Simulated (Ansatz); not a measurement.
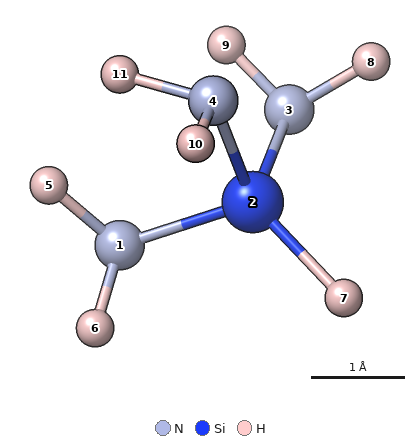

**Figure 1.** The structure as given in the input (ball-and-stick view, seen at a tilt; atoms are numbered from 1 in the order of the input).

# Run report: SiN3H7, geometry relaxation (part 1 of 2)

System: SiN3H7, SMILES N[SiH](N)N.
Method: RKS PBE0/cc-pVDZ (Ansatz 0.2.0).

It belongs to a series of runs on one base structure; here: end point B relaxed. Figures and captions count atoms from 1; the log counts them from 0 in places.

**The input**
```yaml
crystal:
  periodic: [false, false, false]
  atoms:
    - { symbol: "N", position_ang: [-1.1006, 0.7346, -0.2628] }
    - { symbol: Si, position_ang: [0.4315, 0.3475, -0.0277] }
    - { symbol: "N", position_ang: [0.60846, -0.68668, -1.2969] }
    - { symbol: "N", position_ang: [1.19203, 1.69686, -0.6033] }
    - { symbol: H, position_ang: [-1.1799, 1.5977, -0.8833] }
    - { symbol: H, position_ang: [-1.5022, 1.1043, 0.6274] }
    - { symbol: H, position_ang: [0.85778, -0.10512, 1.32111] }
    - { symbol: H, position_ang: [1.66159, -0.88447, -1.35149] }
    - { symbol: H, position_ang: [0.38897, -0.23845, -2.13759] }
    - { symbol: H, position_ang: [1.22406, 2.37734, 0.09084] }
    - { symbol: H, position_ang: [0.42335, 2.09728, -1.28002] }
basis:
  gaussian: { orbitals: cc-pVDZ }
hamiltonian:
  xc: pbe0
relax:
  f_tol: 0.015
  max_steps: 40
output:
  orbitals: {}
```

Hardware: 2 threads of AMD EPYC (Zen 3), 16 GiB of memory available, shared host.

Launched with:
```bash
ansatz run input.yaml --threads 2 --pin off --max-ram 3072MiB --backend cpu --events-out ev --progress --plain --runs-dir out
```

**What the program printed**
```
The last accepted step is kept in [file] (removed where the run ends without a failure and the disk answers)
Engine: ansatz 0.2.0, x86_64-unknown-linux-gnu
Functional definition: PBE0
  parameter a = 0.25
  parameter kappa = 0.804
  parameter beta = 0.06672455060314922
  exchange = (1 - a)*pbe_x(kappa = kappa, mu = beta*pi^2/3) + a*exact_x
  correlation = pbe_c(beta = beta)
1033 factors; integrals over basis functions are off by at most 4.5e-4 eV
mean field evaluation 1: about -12439.4051 eV, gradient 8.2e1 eV
mean field evaluation 2: about -12428.6267 eV, gradient 1.1e2 eV
mean field evaluation 4: about -12452.7363 eV, gradient 3.3e0 eV
mean field evaluation 8: about -12452.7959 eV, gradient 6.9e-2 eV
mean field -12452.79587287 eV, -457.6318075197 hartree, gradient 3.0e-5 eV, S^2 0.000000; 0 other end points of the search recorded, 0 dependent functions left out
the calculation of the forces begins
reference -12452.79589918 eV, -457.6318084865 hartree; 21, 21 occupied and 74, 74 virtual orbitals, 1033 factors
relax step   1: F+E_penalty+E_count = -12452.79587287 eV  Δ(F+E_penalty+E_count) = +0.000e0 eV  max|allowed force component| = 7.655e0 eV/Å  Δτ_max = 0.0000 Å  (25 SCF iters, accepted)
these checks for a lower state are left out or cut short: starts, cluster_reference, orbital_swaps, neighbouring_geometries, increment
1033 factors; integrals over basis functions are off by at most 4.0e-4 eV
mean field evaluation 16: about -12454.1969 eV, gradient 9.0e0 eV
mean field -12454.49113319 eV, -457.6941071875 hartree, gradient 8.8e-6 eV, S^2 0.000000; 0 other end points of the search recorded, 0 dependent functions left out
[... from here on the field's lines of each further geometry are left out, up to the last ...]
relax step   2: F+E_penalty+E_count = -12454.49113319 eV  Δ(F+E_penalty+E_count) = -1.695e0 eV  max|allowed force component| = 3.066e0 eV/Å  Δτ_max = 0.1967 Å  (26 SCF iters, accepted)
relax step   3: F+E_penalty+E_count = -12455.00874329 eV  Δ(F+E_penalty+E_count) = -5.176e-1 eV  max|allowed force component| = 4.497e-1 eV/Å  Δτ_max = 0.1954 Å  (27 SCF iters, accepted)
relax step   4: F+E_penalty+E_count = -12455.11217446 eV  Δ(F+E_penalty+E_count) = -1.034e-1 eV  max|allowed force component| = 3.208e-1 eV/Å  Δτ_max = 0.1999 Å  (27 SCF iters, accepted)
relax step   5: F+E_penalty+E_count = -12455.19408030 eV  Δ(F+E_penalty+E_count) = -8.191e-2 eV  max|allowed force component| = 2.480e-1 eV/Å  Δτ_max = 0.1999 Å  (27 SCF iters, accepted)
relax step   6: F+E_penalty+E_count = -12455.23127286 eV  Δ(F+E_penalty+E_count) = -3.719e-2 eV  max|allowed force component| = 4.637e-1 eV/Å  Δτ_max = 0.2000 Å  (28 SCF iters, accepted)
relax step   7: F+E_penalty+E_count = -12455.28682100 eV  Δ(F+E_penalty+E_count) = -5.555e-2 eV  max|allowed force component| = 2.355e-1 eV/Å  Δτ_max = 0.2000 Å  (28 SCF iters, accepted)
relax step   8: F+E_penalty+E_count = -12455.26193712 eV  Δ(F+E_penalty+E_count) = +2.488e-2 eV  max|allowed force component| = 1.529e0 eV/Å  Δτ_max = 0.1931 Å  (27 SCF iters, rejected (line search))
relax step   9: F+E_penalty+E_count = -12455.30051093 eV  Δ(F+E_penalty+E_count) = -1.369e-2 eV  max|allowed force component| = 1.925e-1 eV/Å  Δτ_max = 0.0965 Å  (28 SCF iters, accepted)
relax step  10: F+E_penalty+E_count = -12455.31670545 eV  Δ(F+E_penalty+E_count) = -1.619e-2 eV  max|allowed force component| = 1.121e-1 eV/Å  Δτ_max = 0.1000 Å  (28 SCF iters, accepted)
relax step  11: F+E_penalty+E_count = -12455.32996262 eV  Δ(F+E_penalty+E_count) = -1.326e-2 eV  max|allowed force component| = 4.499e-1 eV/Å  Δτ_max = 0.1500 Å  (28 SCF iters, accepted)
relax step  12: F+E_penalty+E_count = -12455.37890463 eV  Δ(F+E_penalty+E_count) = -4.894e-2 eV  max|allowed force component| = 2.881e-1 eV/Å  Δτ_max = 0.1850 Å  (28 SCF iters, accepted)
relax step  13: F+E_penalty+E_count = -12455.36273326 eV  Δ(F+E_penalty+E_count) = +1.617e-2 eV  max|allowed force component| = 7.552e-1 eV/Å  Δτ_max = 0.0992 Å  (26 SCF iters, rejected (line search))
relax step  14: F+E_penalty+E_count = -12455.38952634 eV  Δ(F+E_penalty+E_count) = -1.062e-2 eV  max|allowed force component| = 2.091e-1 eV/Å  Δτ_max = 0.0495 Å  (28 SCF iters, accepted)
relax step  15: F+E_penalty+E_count = -12455.39349505 eV  Δ(F+E_penalty+E_count) = -3.969e-3 eV  max|allowed force component| = 1.674e-2 eV/Å  Δτ_max = 0.0369 Å  (29 SCF iters, accepted)
relax step  16: F+E_penalty+E_count = -12455.39357877 eV  Δ(F+E_penalty+E_count) = -8.373e-5 eV  max|allowed force component| = 2.157e-2 eV/Å  Δτ_max = 0.0060 Å  (23 SCF iters, accepted)
relax step  17: F+E_penalty+E_count = -12455.39357737 eV  Δ(F+E_penalty+E_count) = +1.399e-6 eV  max|allowed force component| = 6.646e-3 eV/Å  Δτ_max = 0.0119 Å  (23 SCF iters, rejected (line search))
the calculation of the forces begins
reference -12455.39363639 eV, -457.7272735685 hartree; 21, 21 occupied and 74, 74 virtual orbitals, 1032 factors
relax step  18: F+E_penalty+E_count = -12455.39360763 eV  Δ(F+E_penalty+E_count) = -2.886e-5 eV  max|allowed force component| = 1.944e-3 eV/Å  Δτ_max = 0.0032 Å  (22 SCF iters, accepted)
```

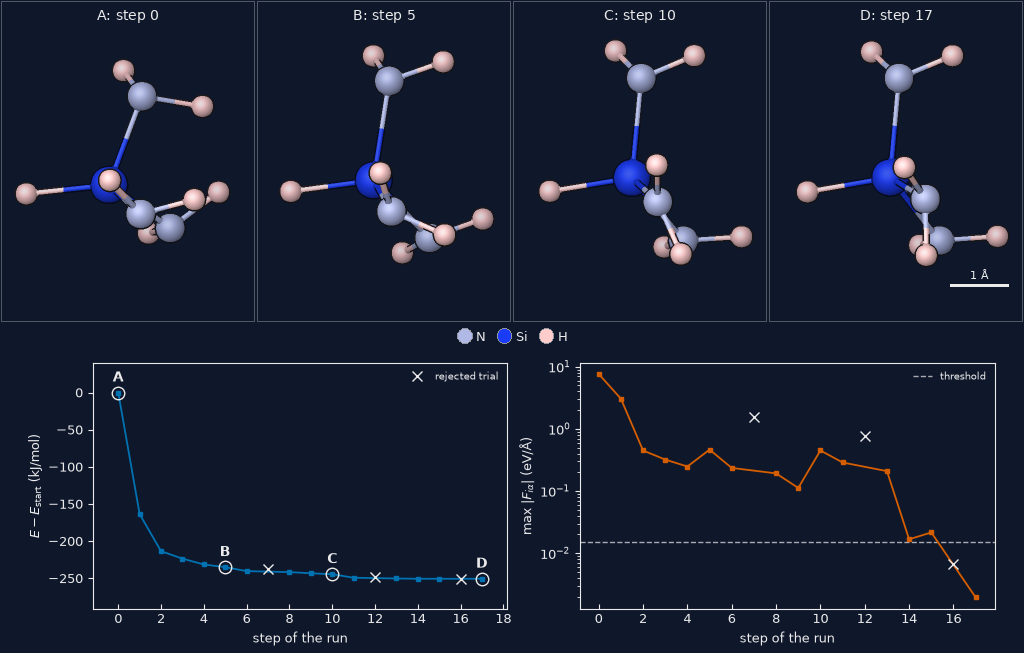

**Figure 2.** Frames of the relaxation (ball-and-stick view, seen at an oblique angle) above the curves, on which the letters mark them (the first geometry is step 0 here and step 1 in the log).

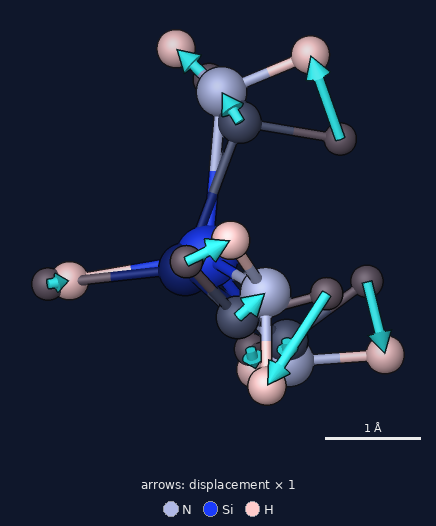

**Figure 3.** Start (faint) and end (solid) with the displacements as teal arrows, at true length (ball-and-stick view, seen at an oblique angle). The two geometries are laid on each other by the best rigid fit. After 17 geometry steps the energy has fallen by 250.6 kJ/mol. Largest force component: 7.7 eV/Å at the start, 0.0019 eV/Å at the end. The line search rejected the trial steps at points 7, 12, 16 (counted from 0) and went back. H9 moves most after the best rigid fit: 1.18 Å. By element the largest moves are H 1.18 Å, N 0.40 Å, Si 0.27 Å. Distances before and after: N1–Si2 1.598 → 1.748 Å, Si2–N4 1.652 → 1.748 Å, Si2–N3 1.647 → 1.740 Å, N4–H11 1.100 → 1.017 Å. Among the angles that change: N1–Si2–N4 101.1° → 123.3°, Si2–N4–H11 101.0° → 117.2°, N1–Si2–H7 118.9° → 103.8°. (Atoms are counted from 1 in the order of the input.)

```
1032 factors; integrals over basis functions are off by at most 6.9e-4 eV
mean field -12455.39360763 eV, -457.7272725115 hartree, gradient 1.3e-5 eV, S^2 0.000000; 1 other end points of the search recorded, 0 dependent functions left out
the calculation of the forces begins
reference -12455.39363639 eV, -457.7272735685 hartree; 21, 21 occupied and 74, 74 virtual orbitals, 1032 factors
Total energy: -12455.39363639 eV, -457.7272735685 hartree
Atom 0 at    -1.359200     0.705650    -0.159081 Å, force    -0.000598     0.000520     0.000321 eV/Å
Atom 1 at     0.380721     0.546588    -0.194937 Å, force     0.000640    -0.001944    -0.000165 eV/Å
Atom 2 at     0.671696    -0.433913    -1.602266 Å, force    -0.000240     0.000220     0.000517 eV/Å
Atom 3 at     1.463728     1.901330    -0.408834 Å, force    -0.000052     0.001155     0.000131 eV/Å
Atom 4 at    -1.802983     1.143841    -0.962569 Å, force     0.000566    -0.000210    -0.000586 eV/Å
Atom 5 at    -1.761850     1.084678     0.693622 Å, force    -0.000086     0.000365     0.000258 eV/Å
Atom 6 at     0.720938     0.028932     1.175288 Å, force     0.000260     0.000070    -0.000380 eV/Å
Atom 7 at     1.643826    -0.634799    -1.817562 Å, force     0.000073     0.000148     0.000103 eV/Å
Atom 8 at     0.117648    -1.281467    -1.682478 Å, force    -0.000143     0.000290    -0.000131 eV/Å
Atom 9 at     1.594889     2.507922     0.395995 Å, force    -0.000110    -0.000189     0.000364 eV/Å
Atom 10 at     1.335627     2.472098    -1.240928 Å, force    -0.000310    -0.000425    -0.000433 eV/Å
Dipole moment:    -0.105052     0.239760    -0.038342 e Å
```

**Trajectory as extended XYZ (Å, eV, eV/Å), 18 frames, from step=1 to step=18**
```
11
Properties=species:S:1:pos:R:3:forces:R:3 step=1 energy=-12452.79587
N    -1.1006    0.7346   -0.2628   -7.6555   3.3007   0.9712
Si    0.4315    0.3475   -0.0277    2.6064  -1.7046   1.4364
N     0.6085   -0.6867   -1.2969    3.9064  -4.7838  -0.1984
N     1.1920    1.6969   -0.6033    0.9651   3.1484  -3.3217
H    -1.1799    1.5977   -0.8833   -0.1053  -1.6712   0.9544
H    -1.5022    1.1043    0.6274   -0.2863  -0.4638  -0.7497
H     0.8578   -0.1051    1.3211    0.0032  -0.1133   0.0971
H     1.6616   -0.8845   -1.3515   -1.7874   0.0103  -0.3832
H     0.3890   -0.2384   -2.1376   -0.5852   0.7923  -1.8204
H     1.2241    2.3773    0.0908    0.5130   2.2236   1.6632
H     0.4234    2.0973   -1.2800    2.4256  -0.7387   1.3512
11
Properties=species:S:1:pos:R:3:forces:R:3 step=2 energy=-12454.49113
N    -1.2120    0.7398   -0.2120   -3.0656   1.2091   0.6903
Si    0.4185    0.3735   -0.0735    1.0548  -0.4988   0.4035
N     0.6562   -0.7667   -1.3090    1.5442  -1.6383  -0.4384
N     1.2660    1.7751   -0.5826    0.3791   1.4978  -0.9071
H    -1.3312    1.5512   -0.8397   -0.0736  -0.5301   0.1811
H    -1.5945    1.0906    0.6739   -0.1951  -0.2842  -0.1801
H     0.8501   -0.0927    1.2805   -0.0490  -0.0327  -0.0299
H     1.6761   -0.9310   -1.3935   -0.5929  -0.1271  -0.1551
H     0.3873   -0.3531   -2.1923   -0.2445  -0.0271  -0.4232
H     1.2840    2.4815    0.1375    0.2341   0.5711   0.4057
H     0.6046    2.1727   -1.2931    1.0087  -0.1397   0.4532
11
Properties=species:S:1:pos:R:3:forces:R:3 step=3 energy=-12455.00874
N    -1.3037    0.7478   -0.1646   -0.4497   0.1912  -0.0581
Si    0.4056    0.4113   -0.1358    0.3588  -0.1699   0.3627
N     0.7078   -0.8347   -1.3176   -0.1781   0.1637  -0.3554
N     1.3275    1.8536   -0.5587   -0.0981   0.1192  -0.1355
H    -1.4661    1.5273   -0.8059   -0.2306  -0.0907   0.0096
H    -1.6729    1.0600    0.7309   -0.0450  -0.1075   0.0918
H     0.8241   -0.0693    1.2222   -0.0202   0.0404  -0.0555
H     1.7086   -0.9789   -1.4301    0.1574  -0.0784  -0.0681
H     0.3682   -0.5085   -2.2322    0.0410  -0.3350   0.1734
H     1.3419    2.5468    0.1884    0.0651   0.0604   0.1160
H     0.7640    2.2855   -1.3004    0.3995   0.2065  -0.0810
11
Properties=species:S:1:pos:R:3:forces:R:3 step=4 energy=-12455.11217
N    -1.3246    0.7375   -0.1535   -0.2262   0.1182  -0.0120
Si    0.3982    0.4290   -0.1405    0.1626   0.0239  -0.0465
N     0.7135   -0.8306   -1.3114   -0.0914   0.2434  -0.3208
N     1.3633    1.8597   -0.5216   -0.1836   0.1109  -0.1690
H    -1.5634    1.4884   -0.8039   -0.0957  -0.0970   0.0265
H    -1.6774    1.0342    0.7542   -0.0617  -0.0794   0.0551
H     0.8109   -0.0510    1.2044    0.0059  -0.0013   0.1882
H     1.7164   -0.9192   -1.4714    0.0731  -0.0818  -0.0473
H     0.3058   -0.5785   -2.2194    0.0242  -0.2614   0.1682
H     1.3067    2.5661    0.2133    0.0782   0.0300   0.0478
H     0.9556    2.3054   -1.3538    0.3145  -0.0054   0.1098
11
Properties=species:S:1:pos:R:3:forces:R:3 step=5 energy=-12455.19408
N    -1.3480    0.7102   -0.1473    0.1187   0.1180  -0.1166
Si    0.3960    0.4726   -0.1530   -0.0727  -0.1868   0.1167
N     0.7235   -0.7933   -1.3240    0.0671   0.2480  -0.0911
N     1.4114    1.8734   -0.4940   -0.2180   0.1123  -0.1074
H    -1.6493    1.4396   -0.7933   -0.1513  -0.0417   0.0778
H    -1.7299    0.9277    0.7725    0.0241  -0.0037  -0.0933
H     0.7505    0.0439    1.2399    0.0568  -0.0434  -0.0804
H     1.7154   -0.8700   -1.5522   -0.0558  -0.0052  -0.0142
H     0.2178   -0.6854   -2.2071   -0.0030  -0.1098   0.2288
H     1.3646    2.5934    0.2296    0.0487  -0.0463  -0.0238
H     1.1530    2.3288   -1.3748    0.1852  -0.0413   0.1036
```
